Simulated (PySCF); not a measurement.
# C₄H₄O₂, SMILES `O=C(O)C1C=C1`: electronic structure

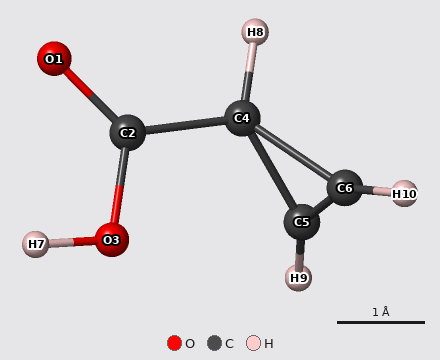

The molecule, with its atoms numbered as below. No frequency check shows the geometry to be a minimum.

Geometry (Å), atoms numbered from 1:

```
O1      -1.8515    0.7427   -0.0000
C2      -0.8237    0.1142   -0.0000
O3      -0.8089   -1.2330   -0.0001
C4       0.5309    0.7039    0.0003
C5       1.6748   -0.0479   -0.6455
C6       1.6749   -0.0482    0.6453
H7      -1.7198   -1.5653    0.0001
H8       0.5191    1.7892    0.0004
H9       2.0708   -0.3165   -1.5916
H10      2.0711   -0.3171    1.5912
```

## 1. Bonding charge

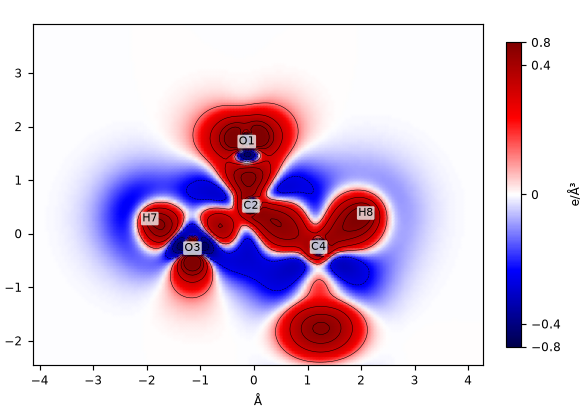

Deformation density (molecule less spherical, spin-averaged free atoms) in the plane of O1, C2, O3, C4, H7 and H8; colour scale in e/Å³, logarithmic beyond ±0.1; red: gain, blue: loss.

Computed with PySCF, B3LYP/6-31G*, geometry: GFN2-xTB.

Q: Describe the bonding that the map shows.

A: C4–H8: +0.68 e/Å³ at the bond critical point (bond length 1.08 Å, Mayer order 0.9). O3–H7: +0.67 e/Å³ at the bond critical point (bond length 0.97 Å, Mayer order 0.8). O1–C2: +0.64 e/Å³ at the bond critical point (bond length 1.21 Å, Mayer order 1.9). C2–C4: +0.57 e/Å³ at the bond critical point (bond length 1.48 Å, Mayer order 1.0). C2–O3: +0.21 e/Å³ at the bond critical point (bond length 1.35 Å, Mayer order 1.1). In all, 2.2 electrons gather in the regions of gain relative to the promolecule.

Q: Where do the Hirshfeld charges lie?

A: The highest Hirshfeld charge is on C2 (+0.19 e), the lowest on O1 (−0.30 e).

## 2. Bond critical points

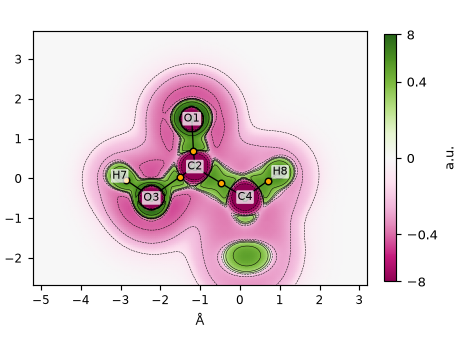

Negative Laplacian of the density (−∇²ρ) in the plane of O1, C2, O3, C4, H7 and H8 (green positive, pink negative, colour scale in a.u., logarithmic beyond ±0.04), with bond paths and bond critical points (dots).

Q: At which bond critical points in this plane is charge locally concentrated, and at which depleted?

A: Concentrated (∇²ρ < 0): O3–H7 (−1.80 a.u.); C2–O3 (−0.32 a.u.); C4–H8 (−0.98 a.u.); C2–C4 (−0.75 a.u.). Depleted (∇²ρ > 0): O1–C2 (+0.35 a.u., H = −0.704). A positive Laplacian with clearly negative H marks a strongly polar covalent bond, whose critical point lies close to the core of the less electronegative atom.

Q: Where along O3–H7 does the critical point lie?

A: 0.78 Å from O3 and 0.19 Å from H7.

## 3. Local ionisation energy

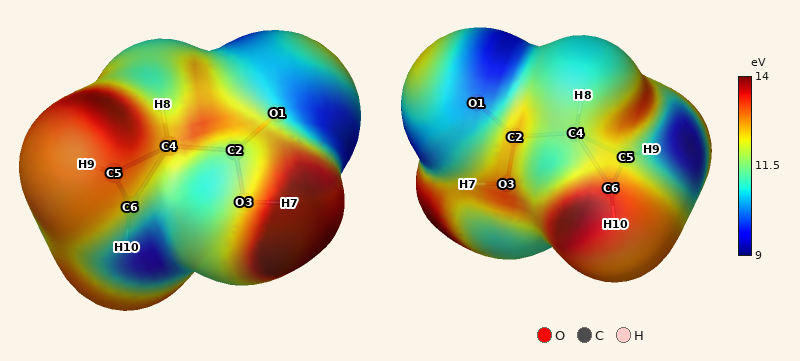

Average local ionisation energy on the surface of electron density 0.001 a.u. (back view left, front view right).

Q: Locate the minima of the map.

A: The lowest value is 9.3 eV, off the C5–C6 bond (2.1 Å from its atoms). Further minima include 9.3 eV, near O1 (1.79 Å) and H7 (1.94 Å); 9.5 eV, off the C5–C6 bond (2.1 Å from its atoms); 10.8 eV, 1.4 Å from H8. For comparison, the highest occupied orbital lies at −6.8 eV.

## 4. In an electric field

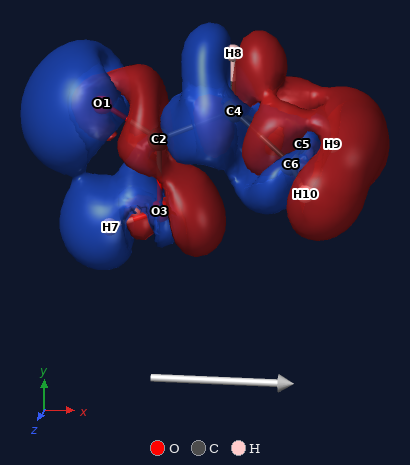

Change of the electron density in a uniform field of 0.21 V/Å along +x (arrow), surfaces at ±0.001 e/Å³ (blue: gain, red: loss).

Level of theory: CAM-B3LYP/def2-SVPD (PySCF), at a geometry from GFN2-xTB.

Q: What dipole is induced, and what polarisability does it imply?

A: The induced dipole is 0.61 D (along the field); α along this axis, from the fields in both directions, is 60 bohr³ (8.9 Å³).

Q: Which atoms gain and lose the most charge?

A: Electrons gather most on O1 (Hirshfeld charge changes by −0.015 e) and leave C5 and C6 alike most (+0.007 e); 0.054 electrons are displaced in all.

## 5. Removing or adding an electron

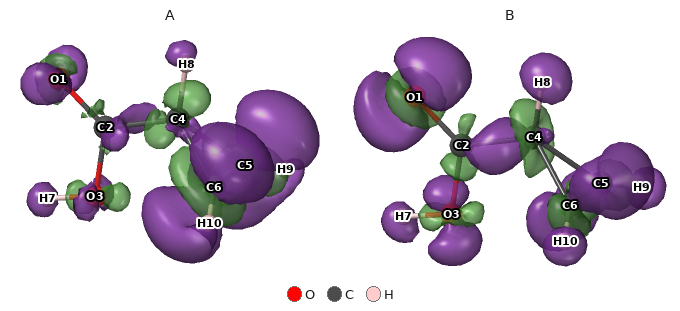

The two Fukui functions at ±0.03 e/Å³ (purple positive, green negative).

Level of theory: ωB97X/6-311G** (PySCF), at a geometry from GFN2-xTB.

Q: Which panel is f⁻ (electron removed) and which f⁺ (electron added)?

A: A is f⁺, B is f⁻. f⁻ (Hirshfeld-condensed) is largest on O1 (0.25); the vertical ionisation energy is 9.94 eV (the stability of the cation's solution wasn't checked). f⁺ (Hirshfeld-condensed) is largest on C5 and C6 (0.23 each); the vertical electron affinity is −1.95 eV (the stability of the anion's solution wasn't checked; negative, but this basis has no diffuse functions, so it doesn't show that the anion is unbound).

Q: What chemical potential and hardness follow from the two energies?

A: μ = −(I + A)/2 = −4.00 eV and η = I − A = 11.89 eV.

The PySCF runs shown took 13 s, 79 s and 2.2 min on 1 thread of Intel(R) Xeon(R) Processor @ 2.70GHz, with other jobs on the host.
